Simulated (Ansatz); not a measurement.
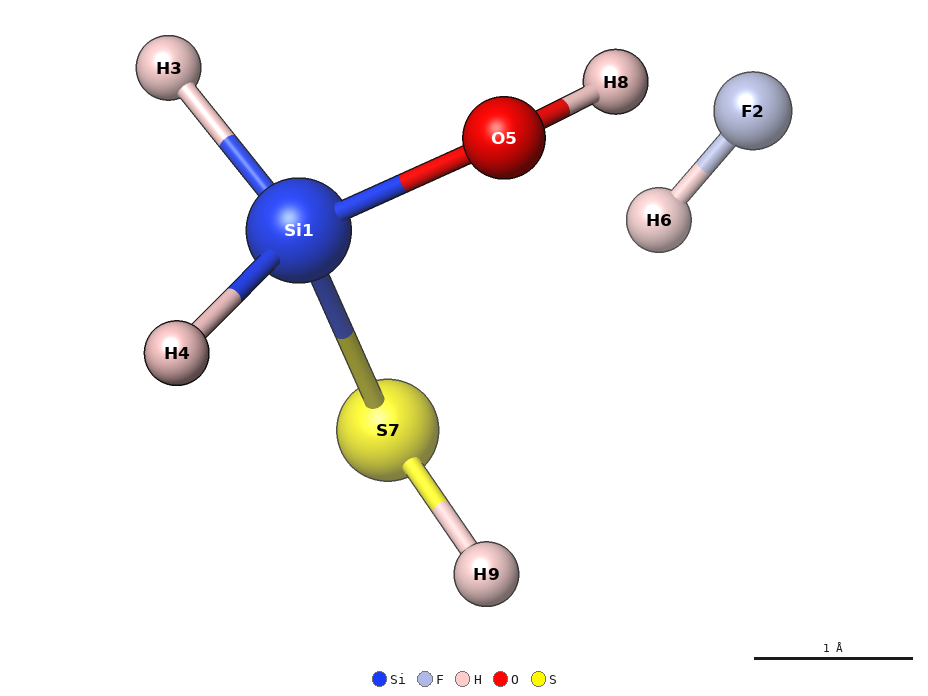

Orthographic view. Atoms fade into the background with distance from the viewer. The computed structure is the end point of a PBE0-D4/def2-TZVP optimisation.

List the bonded neighbours of every atom.

Si1: H3, H4, O5, S7
F2: H6
H3: Si1
H4: Si1
O5: Si1, H8
H6: F2
S7: Si1, H9
H8: O5
H9: S7
